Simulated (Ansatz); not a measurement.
The starting structures come from a database of crystals and need not be the phases stable at ambient conditions.

 Where the default PAW files enter, the runs use the earlier of Ansatz's two default sets.

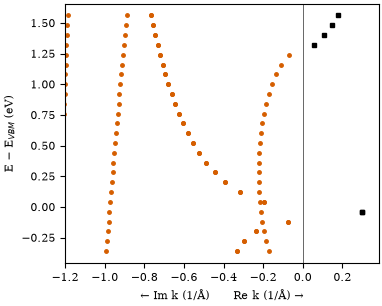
Figure. Complex bands at the centre of the two-dimensional zone; r2SCAN run with Ansatz (a first-principles code)

No gap correction and no spin-orbit coupling; mid-gap values are interpolated between computed energies.

Q: This is KTlO₂ (R-3m, not sure to be the ambient phase, 4 atoms a cell, 15.8 Å³ an atom) along the normal of (001). Read off the slowest decay at the centre of the two-dimensional zone at 0.68 eV, the computed energy nearest the middle of the gap.

A: κ ≈ 0.20 1/Å, a decay length 1/(2κ) of the density of 2.5 Å.
